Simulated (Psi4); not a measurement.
# B2H5F (diborane mono F): PBE/def2-SVP (Coulomb fitting set, sweep point 1)

What is the vertical ionisation energy of B2H5F (diborane mono F) at PBE/def2-SVP (Coulomb fitting set, sweep point 1)? The job is set up through a Python script.

Program for the calculation: Psi4 1.11.

## (1) Starting point

B2H5F has 8 atoms, charge 0, and is taken as a singlet. Geometry: relaxed at GFN2-xTB.

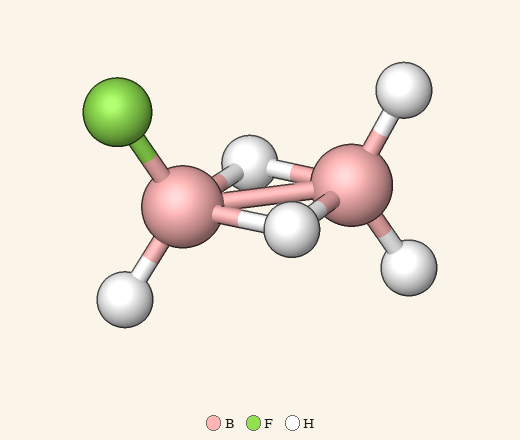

Viewed from a chosen angle; boron pink, fluorine green, hydrogen white.

## (2) The energy at PBE/def2-SVP (Coulomb fitting set, sweep point 1)

The input, job.py:

```python
import psi4

psi4.set_memory(1600000000)
psi4.set_num_threads(1)
psi4.core.set_output_file('run.log', False)

m = psi4.geometry("""
0 1
B     -0.132740     0.873720    -0.200550
F     -0.261260     1.211590    -1.488750
H     -0.202250     1.754750     0.574700
H      0.963800     0.091750    -0.022450
B      0.136330    -0.877150     0.242810
H      0.194480    -1.712330    -0.575730
H      0.248600    -1.176790     1.369710
H     -0.946950    -0.165540     0.100260
symmetry c1
""")

psi4.set_options({
    'puream': True,
    'scf_type': 'df',
    'dft_radial_points': 99,
    'dft_spherical_points': 590,
    'df_basis_scf': 'def2-universal-jfit',
})

e = psi4.energy("pbe/def2-SVP")
print(f'total energy {e:.8f} hartree = {e * 27.211386:.5f} eV')
```

Started as:

```bash
$ python job.py
```

run.log:

```text
[...]
  Running in c1 symmetry.
[...]
  Nuclear repulsion =   63.204315823451680
[...]
  Multiplicity = 1
[...]
  Nalpha       = 12
  Nbeta        = 12
[...]
    Number of basis functions: 67
[...]
   @DF-RKS iter   1:  -152.10192186004690   -3.16281e-01   7.05972e-03 ADIIS/DIIS
[...]
   @DF-RKS iter   8:  -152.26086817153376   -2.55261e-08   5.79598e-07 DIIS
[...]
    Orbital Energies [Eh]
    ---------------------
    Doubly Occupied:
       1A    -24.268348     2A     -6.598084     3A     -6.529548
       4A     -1.087635     5A     -0.603436     6A     -0.472047
       7A     -0.426584     8A     -0.415346     9A     -0.381786
      10A     -0.341764    11A     -0.315249    12A     -0.303395
[...]
  @DF-RKS Final Energy:  -152.26086817153376
   => Energetics <=
    Nuclear Repulsion Energy =             63.2043158234516795
    One-Electron Energy =                -332.9869352065487647
    Two-Electron Energy =                 137.7576441790504589
    DFT Exchange-Correlation Energy =     -20.2358929674871213
    Empirical Dispersion Energy =           0.0000000000000000
    VV10 Nonlocal Energy =                  0.0000000000000000
    Total Energy =                       -152.2608681715337582
[...]
 Multipole Moments:
 ------------------------------------------------------------------------------------
     Multipole            Electronic (a.u.)      Nuclear  (a.u.)        Total (a.u.)
 ------------------------------------------------------------------------------------
 L = 1.  Multiply by 2.5417464519 to convert [e a0] to [Debye]
 Dipole X            :         -0.6547487            0.6706130            0.0158643
 Dipole Y            :          3.1377006           -3.1401879           -0.0024873
 Dipole Z            :         -3.5258873            3.7714057            0.2455185
 Magnitude           :                                                    0.2460430
[...]
```

The script printed:

```text
total energy -152.26086817 hartree = -4143.22926 eV
```

Run time: 12 s. Hardware: 1 thread of Intel Xeon Platinum 8259CL at 2.50GHz (Skylake/Cascade Lake), shared host; peak memory 1 GiB.

## (3) The doublet cation, same level

The input, job.py:

```python
import psi4

psi4.set_memory('1600 MB')
psi4.set_num_threads(1)
psi4.core.set_output_file('b2fh5.out', False)

molecule = psi4.geometry("""
1 2
B     -0.132740     0.873720    -0.200550
F     -0.261260     1.211590    -1.488750
H     -0.202250     1.754750     0.574700
H      0.963800     0.091750    -0.022450
B      0.136330    -0.877150     0.242810
H      0.194480    -1.712330    -0.575730
H      0.248600    -1.176790     1.369710
H     -0.946950    -0.165540     0.100260
units angstrom
symmetry c1
""")

options = {'reference': 'uks', 'puream': True, 'scf_type': 'df', 'dft_radial_points': 99, 'dft_spherical_points': 590, 'df_basis_scf': 'def2-universal-jfit', 'maxiter': 150}
psi4.set_options(options)

e, wfn = psi4.energy("pbe/def2-SVP", return_wfn=True)
print(f'total energy {e:.8f} hartree = {e * 27.211386:.5f} eV')
```

Started as:

```bash
$ python job.py
```

b2fh5.out:

```text
[...]
  Running in c1 symmetry.
[...]
  Nuclear repulsion =   63.204315823451680
[...]
  Multiplicity = 2
[...]
  Nalpha       = 12
  Nbeta        = 11
[...]
    Number of basis functions: 67
[...]
   @DF-UKS iter   1:  -151.61922554344980    1.66416e-01   7.61883e-03 DIIS/ADIIS
[...]
   @DF-UKS iter  21:  -151.82481073908986   -6.20824e-08   1.12994e-07 DIIS
[...]
   @S^2 Observed:                7.524107086E-01
[...]
    Orbital Energies [Eh]
    ---------------------
    Alpha Occupied:
       1A    -24.556413     2A     -6.883169     3A     -6.820210
       4A     -1.365822     5A     -0.877847     6A     -0.748472
       7A     -0.702641     8A     -0.689011     9A     -0.671159
      10A     -0.605373    11A     -0.605271    12A     -0.591747
    Alpha Virtual:
      13A     -0.320476    14A     -0.208971    15A     -0.178682
      16A     -0.154851    17A     -0.098340    18A     -0.081190
      19A     -0.071731    20A     -0.038422    21A     -0.015451
      22A      0.001464    23A      0.019300    24A      0.054174
      25A      0.071892    26A      0.131401    27A      0.142029
[...]
  @DF-UKS Final Energy:  -151.82481073908986
   => Energetics <=
    Nuclear Repulsion Energy =             63.2043158234516795
    One-Electron Energy =                -326.3433669943573818
    Two-Electron Energy =                 131.1841333485404562
    DFT Exchange-Correlation Energy =     -19.8698929167246234
    Empirical Dispersion Energy =           0.0000000000000000
    VV10 Nonlocal Energy =                  0.0000000000000000
    Total Energy =                       -151.8248107390898554
[...]
 Multipole Moments:
 ------------------------------------------------------------------------------------
     Multipole            Electronic (a.u.)      Nuclear  (a.u.)        Total (a.u.)
 ------------------------------------------------------------------------------------
 L = 1.  Multiply by 2.5417464519 to convert [e a0] to [Debye]
 Dipole X            :         -0.4830192            0.6706130            0.1875938
 Dipole Y            :          2.3373925           -3.1401879           -0.8027954
 Dipole Z            :         -2.5477720            3.7714057            1.2236337
 Magnitude           :                                                    1.4754495
[...]
```

Standard output:

```text
total energy -151.82481074 hartree = -4131.36353 eV
```

Run time: 38 s. Hardware: 1 thread of Intel Xeon Platinum 8259CL at 2.50GHz (Skylake/Cascade Lake), shared host; peak memory 1 GiB.

## (4) What came out

Level: PBE/def2-SVP (Coulomb fitting set, sweep point 1).

```
                                          quantity          value
                       singlet B2H5F: total energy  -152.26087 Eh
                      singlet B2H5F: dipole moment         0.63 D
                        singlet B2H5F: HOMO energy       -8.26 eV
                        singlet B2H5F: LUMO energy       -1.65 eV
                      singlet B2H5F: HOMO–LUMO gap        6.61 eV
                      doublet cation: total energy  -151.82481 Eh
doublet cation: HOMO energy (highest over α and β)      -15.58 eV
 doublet cation: LUMO energy (lowest over α and β)      -15.45 eV
                              doublet cation: ⟨S²⟩          0.752
vertical ionisation energy (to the doublet cation)      11.866 eV
```

**Reading.** Removing an electron at fixed nuclei costs 11.87 eV (274 kcal/mol). −ε(HOMO) before ionisation, 8.26 eV, is 3.61 eV below this ionisation energy.
